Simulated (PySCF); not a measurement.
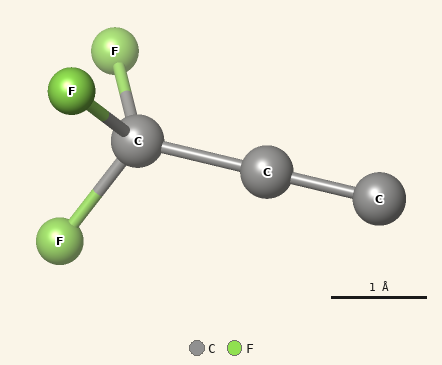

The input geometry (ball-and-stick view, seen at a tilt). Bond lengths as drawn: C–C 1.23 to 1.42 Å and C–F 1.39 Å.

## NMR shielding calculation, with input and output: C₃F₃ (charge −1)

- system: C₃F₃, charge −1
- method: GIAO KT3/Sadlej pVTZ NMR shielding, non-relativistic, gas phase (PySCF 2.14.0)

The geometry comes from this level: GFN2-xTB. It belongs to a series of runs on one base structure; here: KT3/Sadlej pVTZ. Figures and captions count atoms from 1; the log counts them from 0 in places.

### What the program printed
```
coarse grid: 6520 points
cycle   1  E = -419.0411047622  dE =  8.310e-01  |g| = 1.148e+00  |ddm| = 8.434e+00
cycle   2  E = -418.1118773400  dE =  9.292e-01  |g| = 2.379e+00  |ddm| = 1.195e+01
cycle   3  E = -419.2091162925  dE = -1.097e+00  |g| = 5.919e-01  |ddm| = 1.135e+01
cycle   4  E = -419.2994978082  dE = -9.038e-02  |g| = 1.443e-01  |ddm| = 7.678e-01
cycle   5  E = -419.3046660900  dE = -5.168e-03  |g| = 5.344e-02  |ddm| = 3.978e-01
cycle   6  E = -419.3053192666  dE = -6.532e-04  |g| = 7.573e-03  |ddm| = 1.269e-01
cycle   7  E = -419.3053286104  dE = -9.344e-06  |g| = 3.198e-03  |ddm| = 2.445e-02
cycle   8  E = -419.3053322560  dE = -3.646e-06  |g| = 2.916e-04  |ddm| = 7.484e-03
final grid: 68440 points
cycle   9  E = -419.3269208852  dE = -1.711e-04  |g| = 3.730e-02  |ddm| = 3.938e-01
cycle  10  E = -419.3263522488  dE =  5.686e-04  |g| = 6.641e-02  |ddm| = 1.172e-01
cycle  11  E = -419.3271385317  dE = -7.863e-04  |g| = 4.535e-03  |ddm| = 7.240e-02
cycle  12  E = -419.3271403638  dE = -1.832e-06  |g| = 4.147e-03  |ddm| = 1.101e-02
cycle  13  E = -419.3271449317  dE = -4.568e-06  |g| = 5.557e-04  |ddm| = 4.472e-03
cycle  14  E = -419.3271450213  dE = -8.957e-08  |g| = 5.791e-05  |ddm| = 1.599e-03
cycle  15  E = -419.3271450220  dE = -7.094e-10  |g| = 2.574e-05  |ddm| = 2.593e-04
```

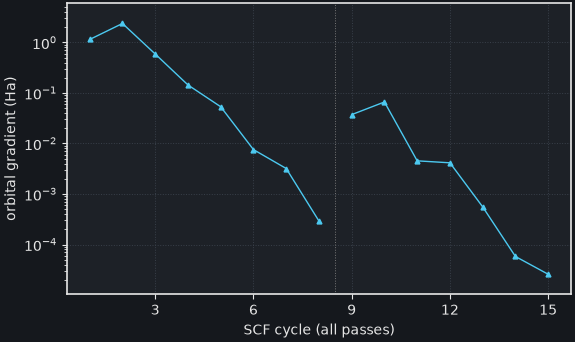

Convergence of the self-consistent field: orbital gradient against the SCF cycle. The dotted line marks the change from a coarse to the final integration grid. The first 8 cycles use a coarse grid, the final grid takes over at cycle 9, and the field converges after 15 cycles in all.

```
converged SCF energy = -419.3271450220

GIAO shielding tensors (ppm)
atom      isotropic    diamagn.    paramagn.     s11        s22        s33       span
  0 C       26.699     300.438    -273.739    -72.557    -72.508    225.162    297.720
  1 C      113.449     265.023    -151.575     24.521     24.546    291.280    266.760
  2 C       77.838     260.045    -182.207     68.899     68.932     95.684     26.785
  3 F      203.108     458.356    -255.248     91.618    161.088    356.617    264.999
  4 F      203.058     458.377    -255.319     91.541    160.896    356.736    265.195
  5 F      203.097     458.356    -255.260     91.599    161.040    356.651    265.052
```

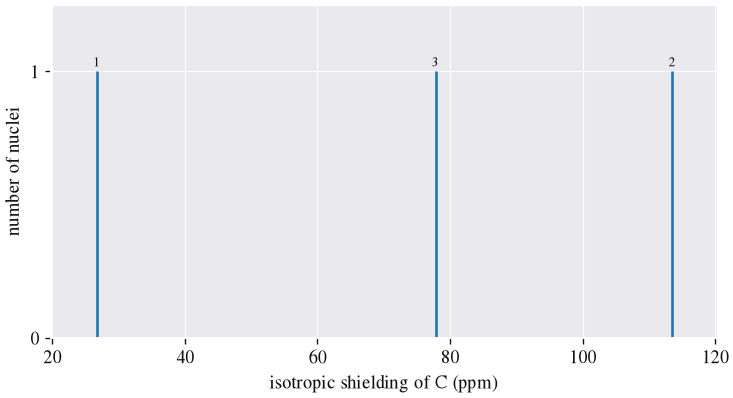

Isotropic shieldings of the carbon nuclei in this fixed geometry, labelled by atom number; shielding grows to the right, so chemical shift grows to the left. The least shielded is C1 (26.7 ppm), the most shielded C2 (113.4 ppm).

The run was set up as follows.

### Input
```
{"job": {"kind": "nmr", "xc": "KT3", "basis": "Sadlej pVTZ", "pop": false}, "charge": -1, "multiplicity": 1}
C      2.278104    -0.040852    -0.043066
C      1.044840    -0.018449    -0.022189
C     -0.373484     0.007012     0.003081
F     -0.973534     1.098579    -0.618512
F     -0.960381     0.024981     1.265519
F     -1.012423    -1.069281    -0.606406
```

The first line tells a small driver script what to run in PySCF; the rest is the geometry in Å.

Command:
```bash
OMP_NUM_THREADS=1 python <driver script> task.json out
```

### Summary

```csv
quantity,value
outcome,converged
total energy,−419.327145 hartree
HOMO,−0.97 eV
LUMO,3.11 eV
"isotropic shielding, C",26.7 to 113.4 ppm
"isotropic shielding, F",203.1 to 203.1 ppm
hardware,"1 CPU thread, shared host"
wall time,12 s
peak memory,0.5 GiB
```

### Remarks

Settings chosen away from the usual ones: KT3/Sadlej pVTZ.
